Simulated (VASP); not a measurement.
Band structure of Co (space group P-3m1). All values below come from r2SCAN meta-GGA, VASP's PBE PAW potentials (set 64) (plane waves; VASP).

The run has a spin-polarised start.

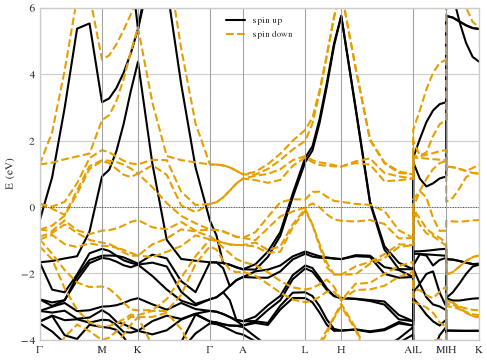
*Bands along high-symmetry lines, zero at the valence-band maximum or, without a gap, the Fermi level*

### Question
Read the plot: is there a gap, and where are the band edges?

### Answer
It has no gap at this level: it comes out as a metal or semimetal.

The structure comes from a computed database's Co entry (P-3m1); how it stands against other phases isn't given here. It was relaxed first.
